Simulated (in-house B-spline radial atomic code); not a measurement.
**Pseudo-atoms of gallium beyond the functional they were made with**

Aim: make Troullier-Martins pseudopotentials for gallium and test how well they carry over to Hartree-Fock, PBE0, RPA and G0W0.

Each job solves three atoms with an in-house B-spline radial code, non-relativistic and spherical, high spin: all electrons (AE), all electrons with the core left uncorrelated (FC), and the pseudo-atom (PS, semilocal channels for the l listed, the local potential above). Empty states run to l = 8; the Hartree-Fock start is not run with a model core. The AE exchange self-energy holds core-valence exchange, which PS lacks and its potential largely offsets, so that difference is no error by itself. The code writes a record and no log. All values are calculated.

**1. Ga²⁺, LDA, core 1s 2s 2p 3s, radii × 1.15, model core, made in [Ar] 3d10 4s2 4p1**

Contents of settings:

```
Z = 31
electrons = 29.0
configuration = [Ar] 3d10 4s1
generated_in = [Ar] 3d10 4s2 4p1
functional = lda,vwn
core_shells = 4
radius_factor = 1.15
core_correction = True
ion_configuration = [Ar] 3d10
```

From the record: radii s 2.205, p 0.65, d 1.829, local 0.883, model core 0.306 bohr. Reference levels, all-electron and pseudo (hartree): 3p -3.58466, -3.58466; 3d -0.73619, -0.73619; 4s -0.32801, -0.32801; 4p -0.10163, -0.10204.

Levels in eV; differences are from AE. Left out are levels of quasi-particle weight under 0.75 (0.6 for the top and for empty ones), unbound levels and those not matched in AE and PS.

| start | level | mean field AE | PS − AE | G0W0 AE | FC − AE | PS − AE | exchange self-energy PS − AE |
| --- | --- | --- | --- | --- | --- | --- | --- |
| LDA | 4s up | -26.58 | -0.01 | -31.18 | -0.09 | -1.47 | -0.85 |
| LDA | 3d down | -40.07 | -0.10 | -49.66 | +0.09 | +1.15 | +12.46 |
| LDA | 3d up | -40.29 | -0.12 | -49.85 | +0.09 | +0.98 | +12.00 |
| LDA | 4s down (empty) | -25.23 | -0.05 | -20.48 | -0.08 | -1.42 | -0.92 |
| PBE0 | 4s up | -27.15 | -0.43 | -30.96 | -0.08 | -1.57 | -1.56 |
| PBE0 | 3d down | -43.10 | +0.29 | -49.87 | +0.09 | +1.48 | +12.46 |
| PBE0 | 3d up | -43.30 | +0.17 | -50.04 | +0.09 | +1.15 | +11.96 |
| PBE0 | 4s down (empty) | -23.23 | -0.44 | -20.25 | -0.07 | -1.32 | -1.33 |

| start | valence RPA correlation, FC (hartree) | PS (hartree) | RPA polarisability (no kernel), AE (bohr³) | PS (bohr³) | ionisation by RPA, AE (eV) | PS − AE (eV) |
| --- | --- | --- | --- | --- | --- | --- |
| LDA | -1.2300 | -1.2514 | 7.41 | 7.37 | 30.87 | +1.77 |
| PBE0 | -1.1768 | -1.2079 | 6.77 | 6.34 | 30.76 | +1.82 |

Wall time 57 s (1 thread of Arm Neoverse N1, shared host).

**2. Ga²⁺, LDA, core 1s 2s 2p 3s, radii × 1.3, made in [Ar] 3d10 4s2 4p1**

Changes to settings since step 1:

```diff
@@ -6,4 +6,4 @@
 core_shells = 4
-radius_factor = 1.15
-core_correction = True
+radius_factor = 1.3
+core_correction = False
 ion_configuration = [Ar] 3d10
```

From the record: radii s 2.493, p 0.735, d 2.068, local 0.999 bohr. Reference levels, all-electron and pseudo (hartree): 3p -3.58466, -3.58466; 3d -0.73619, -0.73619; 4s -0.32801, -0.32801; 4p -0.10163, -0.10217.

Levels in eV; differences are from AE. Left out are levels of quasi-particle weight under 0.75 (0.6 for the top and for empty ones), unbound levels and those not matched in AE and PS.

| start | level | mean field AE | PS − AE | G0W0 AE | FC − AE | PS − AE | exchange self-energy PS − AE |
| --- | --- | --- | --- | --- | --- | --- | --- |
| LDA | 4s up | -26.58 | -0.03 | -31.18 | -0.09 | -1.79 | -1.88 |
| LDA | 3d down | -40.07 | -0.17 | -49.66 | +0.09 | +1.41 | +15.02 |
| LDA | 3d up | -40.29 | -0.24 | -49.85 | +0.09 | +1.15 | +14.39 |
| LDA | 4s down (empty) | -25.23 | -0.12 | -20.48 | -0.08 | -1.71 | -1.92 |
| PBE0 | 4s up | -27.15 | -0.57 | -30.96 | -0.08 | -1.98 | -2.89 |
| PBE0 | 3d down | -43.10 | +0.27 | -49.87 | +0.09 | +1.62 | +15.03 |
| PBE0 | 3d up | -43.30 | +0.07 | -50.04 | +0.09 | +1.13 | +14.34 |
| PBE0 | 4s down (empty) | -23.23 | -0.61 | -20.25 | -0.07 | -1.62 | -2.45 |
| Hartree-Fock | 4s up | -29.29 | -3.27 | -30.53 | -0.06 | -2.55 | -6.55 |
| Hartree-Fock | 3d down | -52.36 | +3.37 | -50.43 | +0.09 | +1.95 | +15.40 |
| Hartree-Fock | 3d up | -52.46 | +2.67 | -50.56 | +0.09 | +1.44 | +14.57 |
| Hartree-Fock | 4s down (empty) | -18.21 | -1.85 | -19.78 | -0.05 | -1.48 | -3.69 |

| start | valence RPA correlation, FC (hartree) | PS (hartree) | RPA polarisability (no kernel), AE (bohr³) | PS (bohr³) | ionisation by RPA, AE (eV) | PS − AE (eV) |
| --- | --- | --- | --- | --- | --- | --- |
| LDA | -1.2300 | -1.2397 | 7.41 | 7.33 | 30.87 | +2.18 |
| PBE0 | -1.1768 | -1.1981 | 6.77 | 6.21 | 30.76 | +2.30 |
| Hartree-Fock | -1.0577 | -1.0983 | 5.37 | 3.92 | 30.45 | +2.53 |

Wall time 64 s (1 thread of Arm Neoverse N1, shared host).

**3. Ga²⁺, PBE, core 1s 2s 2p 3s, radii × 1, model core, made in [Ar] 3d10 4s2 4p1**

Contents of settings:

```
Z = 31
electrons = 29.0
configuration = [Ar] 3d10 4s1
generated_in = [Ar] 3d10 4s2 4p1
functional = pbe,pbe
core_shells = 4
radius_factor = 1.0
core_correction = True
ion_configuration = [Ar] 3d10
```

From the record: radii s 1.917, p 0.565, d 1.596, local 0.768, model core 0.306 bohr. Reference levels, all-electron and pseudo (hartree): 3p -3.59155, -3.59153; 3d -0.72668, -0.72668; 4s -0.32008, -0.32008; 4p -0.09614, -0.09658.

Levels in eV; differences are from AE. Left out are levels of quasi-particle weight under 0.75 (0.6 for the top and for empty ones), unbound levels and those not matched in AE and PS.

| start | level | mean field AE | PS − AE | G0W0 AE | FC − AE | PS − AE | exchange self-energy PS − AE |
| --- | --- | --- | --- | --- | --- | --- | --- |
| PBE | 4s up | -26.25 | -0.02 | -31.13 | -0.09 | -1.28 | -0.18 |
| PBE | 3d down | -39.68 | -0.03 | -49.44 | +0.09 | +1.66 | +10.15 |
| PBE | 3d up | -39.93 | -0.04 | -49.62 | +0.09 | +1.54 | +9.81 |
| PBE | 4s down (empty) | -24.84 | -0.03 | -20.46 | -0.08 | -1.26 | -0.25 |
| PBE0 | 4s up | -27.15 | -0.46 | -30.96 | -0.08 | -1.44 | -0.80 |
| PBE0 | 3d down | -43.10 | +0.58 | -49.87 | +0.09 | +1.76 | +10.31 |
| PBE0 | 3d up | -43.30 | +0.51 | -50.04 | +0.09 | +1.50 | +9.97 |
| PBE0 | 4s down (empty) | -23.23 | -0.44 | -20.25 | -0.07 | -1.21 | -0.61 |

| start | valence RPA correlation, FC (hartree) | PS (hartree) | RPA polarisability (no kernel), AE (bohr³) | PS (bohr³) | ionisation by RPA, AE (eV) | PS − AE (eV) |
| --- | --- | --- | --- | --- | --- | --- |
| PBE | -1.2260 | -1.2754 | 7.61 | 7.58 | 30.88 | +1.59 |
| PBE0 | -1.1768 | -1.2345 | 6.77 | 6.37 | 30.76 | +1.65 |

Wall time 57 s (1 thread of Arm Neoverse N1, shared host).

**4. Ga²⁺, PBE, core 1s 2s 2p 3s, radii × 1.15, made in [Ar] 3d10 4s2 4p1**

Changes to settings since step 3:

```diff
@@ -6,4 +6,4 @@
 core_shells = 4
-radius_factor = 1.0
-core_correction = True
+radius_factor = 1.15
+core_correction = False
 ion_configuration = [Ar] 3d10
```

From the record: radii s 2.205, p 0.65, d 1.836, local 0.883 bohr. Reference levels, all-electron and pseudo (hartree): 3p -3.59155, -3.59156; 3d -0.72668, -0.72668; 4s -0.32008, -0.32008; 4p -0.09614, -0.09653.

Levels in eV; differences are from AE. Left out are levels of quasi-particle weight under 0.75 (0.6 for the top and for empty ones), unbound levels and those not matched in AE and PS.

| start | level | mean field AE | PS − AE | G0W0 AE | FC − AE | PS − AE | exchange self-energy PS − AE |
| --- | --- | --- | --- | --- | --- | --- | --- |
| PBE | 4s up | -26.25 | -0.01 | -31.13 | -0.09 | -1.49 | -0.86 |
| PBE | 3d down | -39.68 | -0.10 | -49.44 | +0.09 | +1.74 | +12.50 |
| PBE | 3d up | -39.93 | -0.13 | -49.62 | +0.09 | +1.55 | +12.01 |
| PBE | 4s down (empty) | -24.84 | -0.07 | -20.46 | -0.08 | -1.46 | -0.96 |
| PBE0 | 4s up | -27.15 | -0.54 | -30.96 | -0.08 | -1.71 | -1.66 |
| PBE0 | 3d down | -43.10 | +0.59 | -49.87 | +0.09 | +1.80 | +12.64 |
| PBE0 | 4s down (empty) | -23.23 | -0.54 | -20.25 | -0.07 | -1.42 | -1.38 |
| Hartree-Fock | 4s up | -29.29 | -2.69 | -30.53 | -0.06 | -2.15 | -4.38 |
| Hartree-Fock | 3d down | -52.36 | +2.96 | -50.43 | +0.09 | +1.88 | +12.98 |
| Hartree-Fock | 3d up | -52.46 | +2.48 | -50.56 | +0.09 | +1.53 | +12.41 |
| Hartree-Fock | 4s down (empty) | -18.21 | -1.61 | -19.78 | -0.05 | -1.30 | -2.46 |

| start | valence RPA correlation, FC (hartree) | PS (hartree) | RPA polarisability (no kernel), AE (bohr³) | PS (bohr³) | ionisation by RPA, AE (eV) | PS − AE (eV) |
| --- | --- | --- | --- | --- | --- | --- |
| PBE | -1.2260 | -1.2511 | 7.61 | 7.57 | 30.88 | +1.85 |
| PBE0 | -1.1768 | -1.2121 | 6.77 | 6.31 | 30.76 | +1.96 |
| Hartree-Fock | -1.0577 | -1.1134 | 5.37 | 4.14 | 30.45 | +2.13 |

Run time: 62 s. Hardware: 1 thread of Arm Neoverse N1, shared host.

**5. Ga²⁺, PBE, core 1s 2s 2p 3s, radii × 1.3, model core, made in [Ar] 3d10 4s2 4p1**

Changes to settings since step 4:

```diff
@@ -6,4 +6,4 @@
 core_shells = 4
-radius_factor = 1.15
-core_correction = False
+radius_factor = 1.3
+core_correction = True
 ion_configuration = [Ar] 3d10
```

From the record: radii s 2.493, p 0.735, d 2.075, local 0.999, model core 0.306 bohr. Reference levels, all-electron and pseudo (hartree): 3p -3.59155, -3.59154; 3d -0.72668, -0.72668; 4s -0.32008, -0.32008; 4p -0.09614, -0.09666.

Levels in eV; differences are from AE. Left out are levels of quasi-particle weight under 0.75 (0.6 for the top and for empty ones), unbound levels and those not matched in AE and PS.

| start | level | mean field AE | PS − AE | G0W0 AE | FC − AE | PS − AE | exchange self-energy PS − AE |
| --- | --- | --- | --- | --- | --- | --- | --- |
| PBE | 4s up | -26.25 | -0.03 | -31.13 | -0.09 | -1.80 | -1.87 |
| PBE | 3d down | -39.68 | -0.18 | -49.44 | +0.09 | +1.97 | +15.07 |
| PBE | 3d up | -39.93 | -0.25 | -49.62 | +0.09 | +1.70 | +14.41 |
| PBE | 4s down (empty) | -24.84 | -0.21 | -20.46 | -0.08 | -1.76 | -1.96 |
| PBE0 | 4s up | -27.15 | -0.65 | -30.96 | -0.08 | -2.05 | -2.85 |
| PBE0 | 3d down | -43.10 | +0.77 | -49.87 | +0.09 | +2.15 | +15.21 |
| PBE0 | 4s down (empty) | -23.23 | -0.71 | -20.25 | -0.07 | -1.70 | -2.41 |

| start | valence RPA correlation, FC (hartree) | PS (hartree) | RPA polarisability (no kernel), AE (bohr³) | PS (bohr³) | ionisation by RPA, AE (eV) | PS − AE (eV) |
| --- | --- | --- | --- | --- | --- | --- |
| PBE | -1.2260 | -1.2396 | 7.61 | 7.52 | 30.88 | +2.26 |
| PBE0 | -1.1768 | -1.1984 | 6.77 | 6.21 | 30.76 | +2.38 |

Wall time 58 s (1 thread of Arm Neoverse N1, shared host).

**6. Results**

Of the filled levels shown, the one that moves most in G0W0 on the functional of the generation (eV):

| pseudo-atom | level | PS − AE | FC − AE | exchange self-energy PS − AE |
| --- | --- | --- | --- | --- |
| Ga²⁺, LDA, core 1s 2s 2p 3s, radii × 1.15, model core, made in [Ar] 3d10 4s2 4p1 | 4s up | -1.47 | -0.09 | -0.85 |
| Ga²⁺, LDA, core 1s 2s 2p 3s, radii × 1.3, made in [Ar] 3d10 4s2 4p1 | 4s up | -1.79 | -0.09 | -1.88 |
| Ga²⁺, PBE, core 1s 2s 2p 3s, radii × 1, model core, made in [Ar] 3d10 4s2 4p1 | 3d down | +1.66 | +0.09 | +10.15 |
| Ga²⁺, PBE, core 1s 2s 2p 3s, radii × 1.15, made in [Ar] 3d10 4s2 4p1 | 3d down | +1.74 | +0.09 | +12.50 |
| Ga²⁺, PBE, core 1s 2s 2p 3s, radii × 1.3, model core, made in [Ar] 3d10 4s2 4p1 | 3d down | +1.97 | +0.09 | +15.07 |

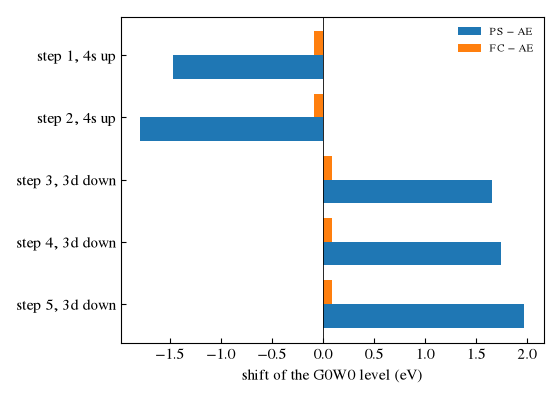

Shift of the level that moves most, for each pseudo-atom in the order of the table.

For these levels the shift runs from 1.47 eV (Ga²⁺, LDA, core 1s 2s 2p 3s, radii × 1.15, model core, made in [Ar] 3d10 4s2 4p1) to 1.97 eV (Ga²⁺, PBE, core 1s 2s 2p 3s, radii × 1.3, model core, made in [Ar] 3d10 4s2 4p1). On other starts it reaches -2.55 eV (4s up, Hartree-Fock). Leaving the core uncorrelated explains little of it; the rest belongs to the pseudopotential itself, whose orbitals are smooth and whose core-valence exchange stays at the level of its own functional. The radii follow a simple rule and aren't optimised.
